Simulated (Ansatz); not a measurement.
# F3H2NSi: what the fields show

```xyz
7

Si   -0.0010   -0.0010    0.0842
N     0.0336   -0.0666    1.7616
H    -0.7611   -0.3636    2.3135
H     0.7520    0.3923    2.3069
F     1.4941   -0.0155   -0.4851
F    -0.6910    1.2987   -0.5549
F    -0.8250   -1.2443   -0.4946
```

All numbers below come from RKS PBE0-D4/def2-SVP in Ansatz 0.2.0.

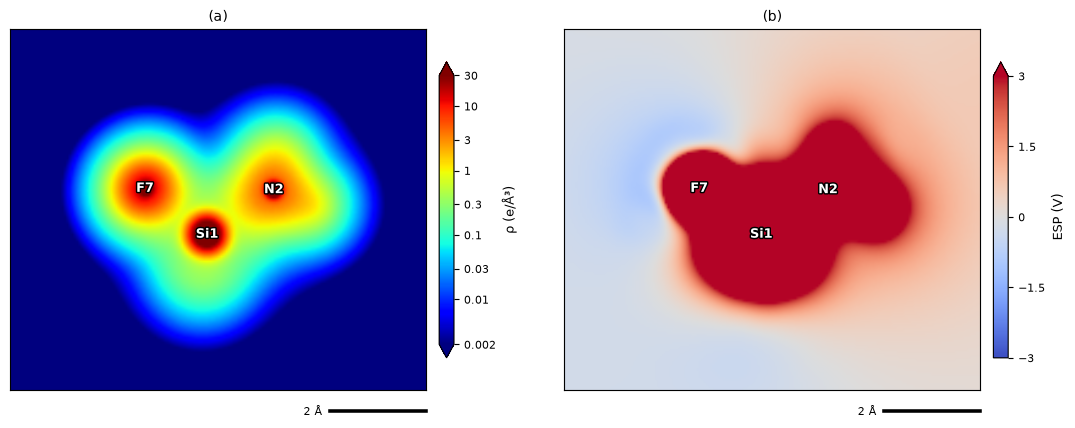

Figure 1. (a) electron density; (b) electrostatic potential on the plane of atoms N2, Si1 and F7.

Read the bonding off the picture.

Answer. The plane passes through Si, N and F nuclei.
Si–F (1.60 Å): ρ is about 1.1 e/Å³ halfway.
Si–N (1.68 Å): ρ at the midpoint is about 1.2 e/Å³.
Outside the dense part of the molecule the potential is most negative (−1.0 V) near F7.

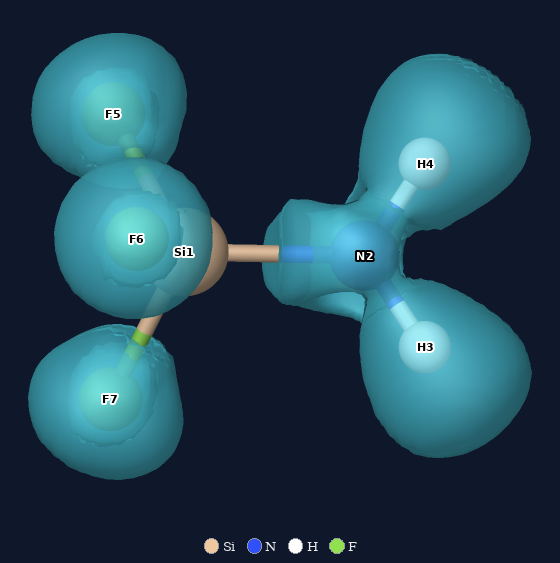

Figure 2. Isosurface of the electron localisation function at 0.8 (cyan), seen at an oblique angle. Only the valence region is drawn (cores and ρ < 0.01 e/Å³ removed).

Where are the electrons localised?

Answer. The surface consists of three regions wrapped around F (its lone pairs, merged into a ring or cap) and one joined region spread over several atoms (H, N), in which their bonds and any lone pairs are merged. Along the contacts the grid gives the following. Si–F (1.60 Å): the ELF peaks at about 0.85 in the valence shell of F, 0.6 Å from its nucleus, and is about 0.40 at the midpoint. Si–N (1.68 Å): the ELF peaks at about 0.90 between the atoms: a polar covalent bond.

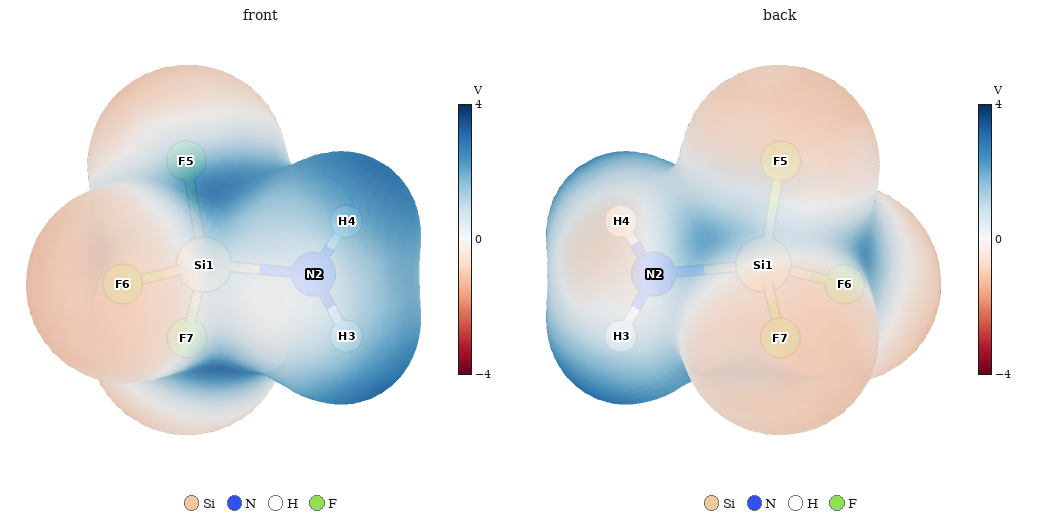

Figure 3. The molecular electrostatic potential painted on the density surface at 0.004 e/bohr³, seen from the front and from behind; the colour scale runs from red (negative) to blue (positive).

Where is the surface potential most negative and most positive?

Answer. The most negative region (about −1.0 V) lies over F6, the most positive (about +3.0 V) over Si1, H3 and H4.
